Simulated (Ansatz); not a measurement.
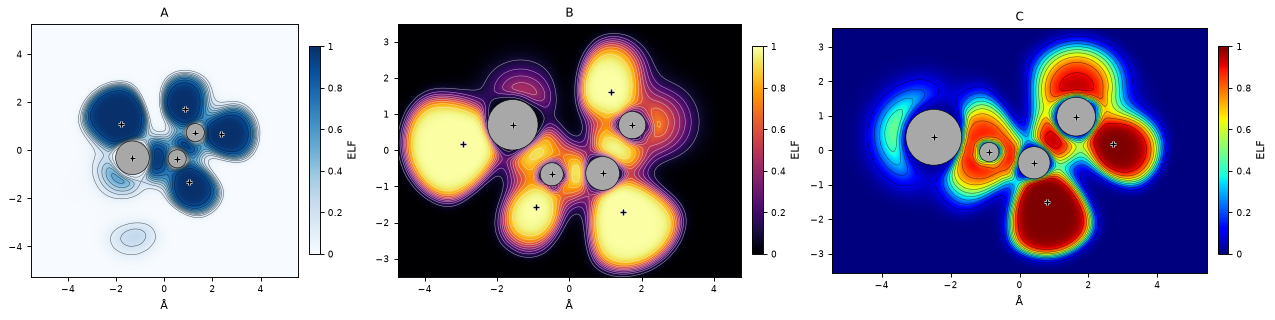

The ELF of 3 systems, each on a plane through atoms (crosses mark nuclei in the plane; grey discs cover the cores).

These are results of Ansatz 0.2.0, RKS PBE0-D4/def2-TZVPP, not measurements.

System 1: CH8BNSi (SMILES CBN[SiH3]), the plane of atoms Si4, N3 and H9. Geometry: PBE0-D4/def2-TZVP.

```xyz
12

C    -0.5691    1.5514   -0.2308
B     0.1688    0.7739    0.9128
N     0.5287   -0.5809    0.7933
Si    0.2508   -1.6306   -0.5708
H    -1.5212    1.9445    0.1427
H    -0.7793    0.9759   -1.1369
H     0.0151    2.4312   -0.5218
H     0.4470    1.3355    1.9395
H     1.0000   -0.9973    1.5826
H    -1.1988   -1.7758   -0.8612
H     0.8138   -2.9599   -0.2203
H     0.9215   -1.1229   -1.7952
```

System 2: C2H7ClSi2, the plane of atoms C2, Si3 and H10. Geometry: PBE0-D4/def2-TZVP.

```xyz
12

C    -0.9504    1.7551    1.2357
C    -0.7045    1.1482    0.0778
Si    0.8901    0.2691   -0.2953
Si    0.4684   -2.0152   -0.5935
Cl   -0.9775   -2.2003   -2.0629
H    -1.8989    2.2440    1.4396
H    -0.2121    1.7922    2.0318
H    -1.4850    1.1418   -0.6811
H     1.5117    0.7792   -1.5486
H     1.8394    0.4580    0.8372
H    -0.0669   -2.6517    0.6372
H     1.6627   -2.7758   -1.0438
```

System 3: AlBClH3OS (SMILES SB[O][AlH][Cl]), the plane of atoms B2, S1 and H6. Geometry: PBE0-D4/def2-TZVP.

```xyz
8

S    -2.3019    0.4407    0.2149
B    -0.5656    0.5620    0.7176
O     0.3465   -0.1860    0.0864
Al    1.4703   -1.0087   -0.8396
Cl    2.2520   -0.0424   -2.5120
H    -2.7691    1.3267    1.1065
H    -0.2582    1.3011    1.6091
H     1.9180   -2.4504   -0.4385
```

Question: Match each panel to its system.

Answer: Panel A is system 2, C2H7ClSi2: the plane holds C, Si and H. C–C (1.33 Å): the ELF peaks at about 0.95 between the atoms; a short, multiple covalent bond. Panel B is system 1, CH8BNSi: the plane holds C, B, N, Si and H. B–N (1.41 Å): the ELF peaks at about 0.95 between the atoms (a short, strongly polar bond). Panel C is system 3, AlBClH3OS: the plane holds S, B, O, Al and H. B–O (1.34 Å): the ELF peaks at about 0.90 between the atoms, as expected for a short, strongly polar bond.
